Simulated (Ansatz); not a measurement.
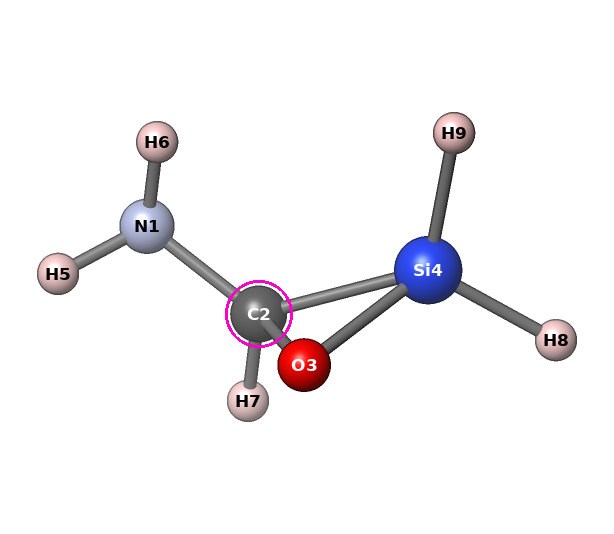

Atoms fade into the background with distance from the viewer. Circles mark the stereogenic atoms. Computed geometry: PBE-D4/def2-SVP optimisation. No frequency run is at hand to confirm it as a minimum.

### Give the R/S and E/Z labels.

C2: R (priorities Si4 > O3 > N1 > H7).

### Give a SMILES with the stereochemistry.

N[C@@H]1O[SiH2]1
